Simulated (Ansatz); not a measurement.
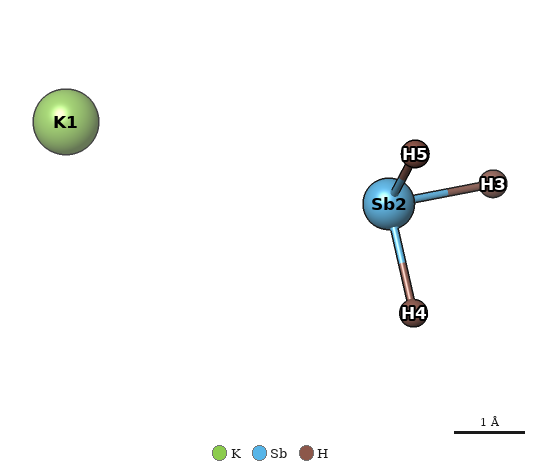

(Drawn from a calculation with Ansatz.)

Orthographic view. Depth is shown by fading: the farther an atom, the more it takes the colour of the background. State: charge +1, singlet. Geometry: a pair of rigid molecules at a changed separation.

Give the distance matrix in Å.

```
atom    K1   Sb2    H3    H4    H5
  K1  0.00                        
 Sb2  5.48  0.00                  
  H3  6.52  1.69  0.00            
  H4  6.52  1.69  2.50  0.00      
  H5  6.52  1.69  2.50  2.50  0.00
```
